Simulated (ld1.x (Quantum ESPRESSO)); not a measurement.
**Boron: generating and testing a TM potential**

Aim: build the potential from the settings below, then test how well it stands in for the atom: other configurations, scattering, ghost states and the plane-wave cutoff that it needs.

Method: ld1.x (Quantum ESPRESSO) 7.5, BLYP, scalar-relativistic.

### 1 Starting point

Typed settings, in words:

```
element                 : boron (B, Z = 5)
type                    : norm-conserving Troullier–Martins (Kleinman–Bylander form)
frozen core             : [He]
valence charge          : 3
reference configuration : 2s1 2p2
partial waves           : 2p (bound): rc 2.15 bohr; 2s (bound): rc 1.15 bohr
local potential         : the s channel
core correction         : not asked for
```

### 2 Generation

Input file B.in:

```
 &input
   title='B', zed=5., rel=1, dft='BLYP', iswitch=3,
   config='[He] 2s1 2p2',
   nld=2, rlderiv=2.35, eminld=-3.0, emaxld=5.0, deld=0.02
 /
 &inputp
   pseudotype=2, tm=.true., lloc=0,
   nlcc=.false.,
   file_pseudopw='B.UPF', file_wfcaegen='ae.wfc', file_wfcncgen='nc.wfc', file_beta='beta', file_chi='chi'
 /
2
2P  2  1   2.00   0.00  2.15  2.15  0.0
2S  1  0   1.00   0.00  1.15  1.15  0.0
 &test
   configts(1)='2s1 2p2'
 /
```

The run is started by

```console
$ ld1.x < B.in > B.out
```

What the program wrote to B.out (without the banner and most projector matrices):

```text
     Program LD1 v.7.5
     --------------------------- All-electron run ----------------------------

     B
     scalar relativistic calculation

     atomic number is  5.00
     dft =BLYP   lsd =0 sic =0 latt =0  beta=0.20 tr2=1.0E-14
     Exchange-correlation= BLYP
                           (   1   3   1   3   0   0   0)
     mesh =1059 r(mesh) = 101.04461 a.u. xmin = -7.00 dx = 0.01250
     1 Ry =  13.60569312 eV, c = 137.03599908

     n l     nl                  e(Ry)          e(Ha)          e(eV)
     1 0     1S 1( 2.00)       -13.3862        -6.6931      -182.1289
     2 0     2S 1( 1.00)        -0.7178        -0.3589        -9.7657
     2 1     2P 1( 2.00)        -0.2915        -0.1457        -3.9657

     final scf error:  4.7E-15 reached in  32 iterations

     Etot =     -48.864648 Ry,     -24.432324 Ha,    -664.837407 eV

     Ekin =      48.721725 Ry,      24.360863 Ha,     662.892839 eV
     Encl =    -112.861264 Ry,     -56.430632 Ha,   -1535.555724 eV
     Eh   =      22.869271 Ry,      11.434635 Ha,     311.152280 eV
     Exc  =      -7.594380 Ry,      -3.797190 Ha,    -103.326803 eV

     normalization and overlap integrals

     s(1S/1S) =  1.000000  <r> =   0.3292  <r2> =    0.1473  r(max) =   0.2103
     s(2S/2S) =  1.000000  <r> =   1.9361  <r2> =    4.5324  r(max) =   1.4964
     s(2P/2P) =  1.000000  <r> =   2.2510  <r2> =    6.5910  r(max) =   1.5343

     ------------------------ End of All-electron run ------------------------

     --------------------- Generating NC pseudopotential ---------------------

      Generating local pot.: lloc=0, matching radius rcloc =   1.1500

      Wfc   2P  rcut= 2.150  Using Troullier-Martins method

     ------------------- End of pseudopotential generation -------------------

     [... the all-electron block is printed once more ...]


     Computing logarithmic derivative in   2.36158
     Message from routine run_pseudo:
     Warning: convergence not achieved
     Computing logarithmic derivative in   2.36158
     Computing the partial wave expansion
       no projector for channel:   0
     R is outside the sphere for l=    1 j= 0.00

     ---------------------- Testing the pseudopotential ----------------------

     B
     scalar relativistic calculation

     atomic number is  5.00   valence charge is  3.00
     dft =BLYP   lsd =0 sic =0 latt =0  beta=0.20 tr2=1.0E-14
     mesh =1059 r(mesh) = 101.04461 xmin = -7.00 dx = 0.01250

     n l     nl             e AE (Ry)        e PS (Ry)    De AE-PS (Ry)
     1 0     2S   1( 1.00)       -0.71777       -0.71777        0.00000
     2 1     2P   1( 2.00)       -0.29147       -0.29147        0.00000

     eps = 9.1E-13  iter =201

     Etot =     -48.864648 Ry,     -24.432324 Ha,    -664.837407 eV
     Etotps =    -4.727878 Ry,      -2.363939 Ha,     -64.326056 eV

     Ekin =       3.396513 Ry,       1.698257 Ha,      46.211916 eV
     Encl =      -9.277742 Ry,      -4.638871 Ha,    -126.230104 eV
     Ehrt =       3.862512 Ry,       1.931256 Ha,      52.552148 eV
     Ecxc =      -1.541903 Ry,      -0.770951 Ha,     -20.978657 eV
     Epseu=      -1.167258 Ry,      -0.583629 Ha,     -15.881359 eV

     ---------------------- End of pseudopotential test ----------------------
```

Wall time 3.1 s (1 thread, shared host). (Generation and the later configuration tests together.)

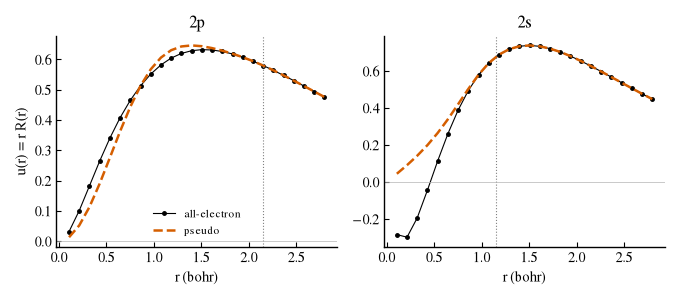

Bound waves of the atom and their pseudo partners (2p, 2s), with the matching radii dotted. The curves join 26 sampled radii.

### 3 Configuration tests

Input file B.test.in:

```
 &input
   title='B', zed=5., rel=1, dft='BLYP', iswitch=2,
   config='[He] 2s1 2p2'
 /
 &test
   file_pseudo='B.UPF', nconf=8,
   configts(1)='2s1 2p2',
   configts(2)='2s2 2p1',
   configts(3)='2s2 2p0',
   configts(4)='2s1 2p0',
   configts(5)='2s2 2p0.5',
   configts(6)='2s1 2p1',
   configts(7)='2s2 2p1.3',
   configts(8)='2s0 2p3'
 /
```

The run is started by

```console
$ ld1.x < B.test.in > B.test.out
```

B.test.out, the pseudopotential blocks, each with the warnings that came before it:

```text
     Warning: convergence not achieved
     ---------------------- Testing the pseudopotential ----------------------

     B
     scalar relativistic calculation

     atomic number is  5.00   valence charge is  3.00
     dft =BLYP   lsd =0 sic =0 latt =0  beta=0.20 tr2=1.0E-14
     mesh =1059 r(mesh) = 101.04461 xmin = -7.00 dx = 0.01250

     n l     nl             e AE (Ry)        e PS (Ry)    De AE-PS (Ry)
     1 0     2S   1( 1.00)       -0.71777       -0.71777        0.00000
     2 1     2P   1( 2.00)       -0.29147       -0.29147        0.00000

     eps = 1.8E-11  iter =201

     Etot =     -48.864648 Ry,     -24.432324 Ha,    -664.837409 eV
     Etotps =    -4.727878 Ry,      -2.363939 Ha,     -64.326056 eV

     Ekin =       3.396513 Ry,       1.698257 Ha,      46.211916 eV
     Encl =      -9.277742 Ry,      -4.638871 Ha,    -126.230104 eV
     Ehrt =       3.862512 Ry,       1.931256 Ha,      52.552148 eV
     Ecxc =      -1.541903 Ry,      -0.770951 Ha,     -20.978657 eV
     Epseu=      -1.167258 Ry,      -0.583629 Ha,     -15.881359 eV

     ---------------------- End of pseudopotential test ----------------------

     Warning: convergence not achieved
     ---------------------- Testing the pseudopotential ----------------------

     B
     [...]
     n l     nl             e AE (Ry)        e PS (Ry)    De AE-PS (Ry)
     1 0     2S   1( 2.00)       -0.68365       -0.68329       -0.00036
     2 1     2P   1( 1.00)       -0.25996       -0.25886       -0.00110

     eps = 3.3E-12  iter =201

     Etot =     -49.289703 Ry,     -24.644852 Ha,    -670.620578 eV
     Etotps =    -5.153302 Ry,      -2.576651 Ha,     -70.114242 eV
     dEtot_ae =      -0.425055 Ry
     dEtot_ps =      -0.425424 Ry,   Delta E=       0.000369 Ry

     [...]
     ---------------------- End of pseudopotential test ----------------------

     Warning: convergence not achieved
     ---------------------- Testing the pseudopotential ----------------------

     B
     [...]
     n l     nl             e AE (Ry)        e PS (Ry)    De AE-PS (Ry)
     1 0     2S   1( 2.00)       -1.42616       -1.41974       -0.00642  !
     2 1     2P   1( 0.00)       -0.98117       -0.96898       -0.01219  !

     eps = 1.5E-12  iter =201

     Etot =     -48.689004 Ry,     -24.344502 Ha,    -662.447647 eV
     Etotps =    -4.557456 Ry,      -2.278728 Ha,     -62.007341 eV
     dEtot_ae =       0.175644 Ry
     dEtot_ps =       0.170422 Ry,   Delta E=       0.005222 Ry

     [...]
     ---------------------- End of pseudopotential test ----------------------

     Warning: convergence not achieved
     ---------------------- Testing the pseudopotential ----------------------

     B
     [...]
     n l     nl             e AE (Ry)        e PS (Ry)    De AE-PS (Ry)
     1 0     2S   1( 1.00)       -2.31226       -2.29190       -0.02036  !
     2 1     2P   1( 0.00)       -1.87884       -1.83997       -0.03887  !

     eps = 3.0E-12  iter =201

     Etot =     -46.825794 Ry,     -23.412897 Ha,    -637.097379 eV
     Etotps =    -2.706081 Ry,      -1.353041 Ha,     -36.818108 eV
     dEtot_ae =       2.038855 Ry
     dEtot_ps =       2.021797 Ry,   Delta E=       0.017058 Ry

     [...]
     ---------------------- End of pseudopotential test ----------------------

     Warning: convergence not achieved
     ---------------------- Testing the pseudopotential ----------------------

     B
     [...]
     n l     nl             e AE (Ry)        e PS (Ry)    De AE-PS (Ry)
     1 0     2S   1( 2.00)       -1.02889       -1.02702       -0.00187
     2 1     2P   1( 0.50)       -0.59082       -0.58682       -0.00401

     eps = 3.7E-12  iter =201

     Etot =     -49.079717 Ry,     -24.539859 Ha,    -667.763573 eV
     Etotps =    -4.944454 Ry,      -2.472227 Ha,     -67.272726 eV
     dEtot_ae =      -0.215069 Ry
     dEtot_ps =      -0.216576 Ry,   Delta E=       0.001507 Ry

     [...]
     ---------------------- End of pseudopotential test ----------------------

     Warning: convergence not achieved
     ---------------------- Testing the pseudopotential ----------------------

     B
     [...]
     n l     nl             e AE (Ry)        e PS (Ry)    De AE-PS (Ry)
     1 0     2S   1( 1.00)       -1.43142       -1.43038       -0.00104
     2 1     2P   1( 1.00)       -0.98663       -0.98278       -0.00384

     eps = 3.0E-13  iter =201

     Etot =     -48.244162 Ry,     -24.122081 Ha,    -656.395267 eV
     Etotps =    -4.108431 Ry,      -2.054215 Ha,     -55.898049 eV
     dEtot_ae =       0.620486 Ry
     dEtot_ps =       0.619447 Ry,   Delta E=       0.001039 Ry

     [...]
     ---------------------- End of pseudopotential test ----------------------

     Warning: convergence not achieved
     ---------------------- Testing the pseudopotential ----------------------

     B
     [...]
     n l     nl             e AE (Ry)        e PS (Ry)    De AE-PS (Ry)
     1 0     2S   1( 2.00)       -0.50883       -0.50884        0.00001
     2 1     2P   1( 1.30)       -0.09634       -0.09591       -0.00043

     eps = 4.6E-12  iter =201

     Etot =     -49.342389 Ry,     -24.671194 Ha,    -671.337401 eV
     Etotps =    -5.205771 Ry,      -2.602886 Ha,     -70.828123 eV
     dEtot_ae =      -0.477741 Ry
     dEtot_ps =      -0.477893 Ry,   Delta E=       0.000152 Ry

     [...]
     ---------------------- End of pseudopotential test ----------------------

     ---------------------- Testing the pseudopotential ----------------------

     B
     [...]
     n l     nl             e AE (Ry)        e PS (Ry)    De AE-PS (Ry)
     1 0     2S   1( 0.00)       -0.74627       -0.74727        0.00100
     2 1     2P   1( 3.00)       -0.31793       -0.31844        0.00051

     eps = 1.5E-15  iter = 26

     Etot =     -48.437288 Ry,     -24.218644 Ha,    -659.022876 eV
     Etotps =    -4.300663 Ry,      -2.150332 Ha,     -58.513506 eV
     dEtot_ae =       0.427360 Ry
     dEtot_ps =       0.427215 Ry,   Delta E=       0.000146 Ry

     [...]
     ---------------------- End of pseudopotential test ----------------------
```

Energies count from the reference configuration 2s1 2p2; the error is all-electron less pseudo. A star marks tests that logged a warning.

| valence configuration | charge | ΔE all-electron (eV) | error AE − PS (meV) |
| --- | --- | --- | --- |
| 2s2 2p1 * | 0 | -5.783 | +5.0 |
| 2s2 2p0 * | +1 | 2.390 | +71 |
| 2s1 2p0 * | +2 | 27.740 | +232 |
| 2s2 2p0.5 * | +0.5 | -2.926 | +21 |
| 2s1 2p1 * | +1 | 8.442 | +14 |
| 2s2 2p1.3 * | -0.3 | -6.500 | +2.1 |
| 2s0 2p3 | 0 | 5.815 | +2.0 |

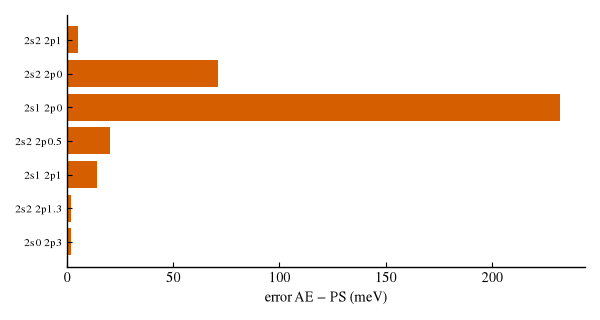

Error of the potential in each test configuration.

### 4 Scattering by logarithmic derivatives

Taken from the files of the generation run. The phase is arctan(r·u′/u) with u = r·R, unwrapped, with energies in Ry. A pole is an energy at which the radial function vanishes at the test radius. The pseudo phase is shifted by a multiple of π to meet the all-electron one at the reference energy. Levels narrower than the energy grid can be missing from the poles. The last column is the largest difference on the grid between −1 and +1 Ry.

| channel | radius (bohr) | reference (Ry) | poles AE | poles PS | window around the reference with phases within 0.05 rad (Ry) | largest difference near zero (rad) |
| --- | --- | --- | --- | --- | --- | --- |
| s | 2.36 | -0.72 | 0.20 | 0.19 | below 2.6 | 0.002 |
| p | 2.36 | -0.29 | 0.55 | 0.56 | below 2.1 | 0.006 |

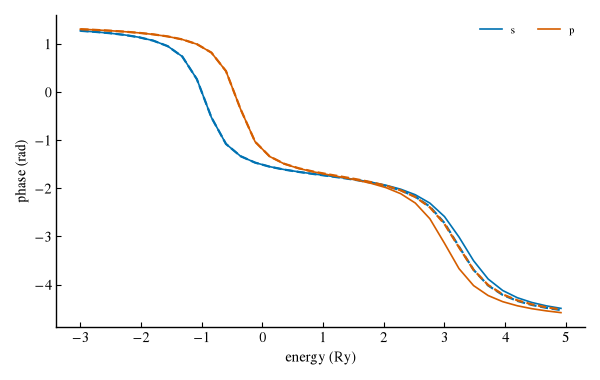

Phases by channel: all-electron solid, pseudo dashed.

### 5 Plane-wave convergence, by spherical Bessel functions

This step uses the generator's waves and projectors in a separate script. Basis: spherical Bessel functions vanishing at 20 bohr, q² up to the cutoff; potential fixed at the reference.

All-electron valence levels (Ry): 2p -0.2915, 2s -0.7178. The lowest levels of each channel (Ry) by cutoff; the last column sums, over occupied levels, occupation times the distance from the level at 400 Ry. A positive value at high cutoff is not a bound level.

| cutoff (Ry) | p #1 | s #1 | d #1 | f #1 | Σ f·Δε (mRy) |
| --- | --- | --- | --- | --- | --- |
| 8 | -0.2088 | -0.6671 | 0.0569 | 0.1053 | 216.0 |
| 15 | -0.2768 | -0.7018 | 0.0569 | 0.1053 | 45.2 |
| 21 | -0.2890 | -0.7141 | 0.0569 | 0.1053 | 8.6 |
| 35 | -0.2914 | -0.7163 | 0.0569 | 0.1053 | 1.7 |
| 45 | -0.2914 | -0.7166 | 0.0569 | 0.1053 | 1.2 |
| 50 | -0.2915 | -0.7170 | 0.0569 | 0.1053 | 0.8 |
| 60 | -0.2915 | -0.7175 | 0.0569 | 0.1053 | 0.3 |
| 400 | -0.2915 | -0.7178 | 0.0569 | 0.1053 | 0.0 |

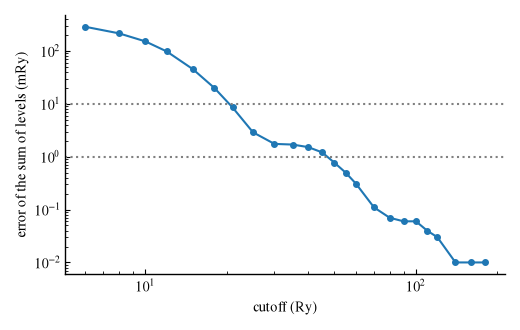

Occupation-weighted error of the valence levels against the cutoff; the dotted lines mark 10 and 1 mRy.

The sum stays within 10 mRy from 21 Ry and within 1 mRy from 50 Ry. The sum leaves out empty levels, which can need more. Ghost test: no level below the all-electron spectrum of its channel (p, s, d, f tested).

### 6 Results

| quantity | value |
| --- | --- |
| cutoffs for 10 and 1 mRy, occupied levels | 21 Ry and 50 Ry |
| bound ghosts | none found |
| largest test error (AE − PS) | +232 meV, for 2s1 2p0 (one of 7 tests with a warning) |
| largest phase difference near zero energy, channels read | 0.006 rad |

What this shows: The worst unpolarised test, 2s1 2p0, is off by 232 meV on 27.7 eV; by total energies transferability rates as poor. It counts as soft on the atom at that tolerance, with 21 Ry needed at the looser tolerance. The slowest occupied level is 2s: taken alone it needs 50 Ry to come within 1 mRy, against 25 Ry for 2p. The Bessel-basis test finds no level below the valence levels. Near zero energy the phases of the channels with partial waves agree within 0.006 rad.
